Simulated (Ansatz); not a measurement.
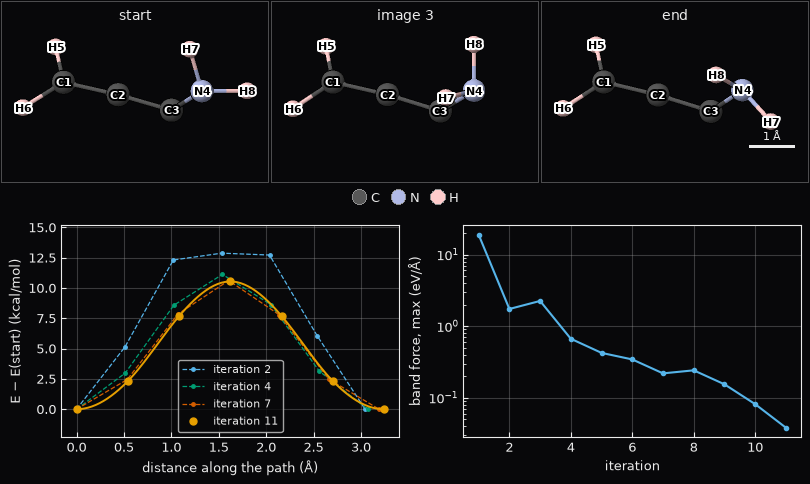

NEB run on C3H4N (charge −1). Images are numbered from 0 (start) to 6 (end). The plot follows the band through its iterations. The picture is a ball-and-stick view, seen at a tilt.

Theory: Ansatz, RKS PBE-D4/def2-SVP. Set-up: 5 movable images; climbing image; force threshold 0.05 eV/Å; iteration limit 60; starting path through a guess of the saddle point.

Q: Judge this run.

A: The result is final at these settings. The band converged in 11 iterations. The largest component of the band force went from 19 to 0.038 eV/Å. The climbing image converged on the top of the path. Its vibrational analysis gives one imaginary mode (405i cm⁻¹), as a transition state must have. The first iteration put the highest image at 77.9 kcal/mol. The two ends have the same energy, and the highest point, image 3, lies 10.5 kcal/mol above the start.

Limits of the set-up: the basis has no diffuse functions, which an anion needs.

Cost: 100 s on 1 thread of Intel(R) Xeon(R) Platinum 8259CL CPU @ 2.50GHz (Skylake/Cascade Lake), with other jobs on the host, peak memory 0.15 GiB.
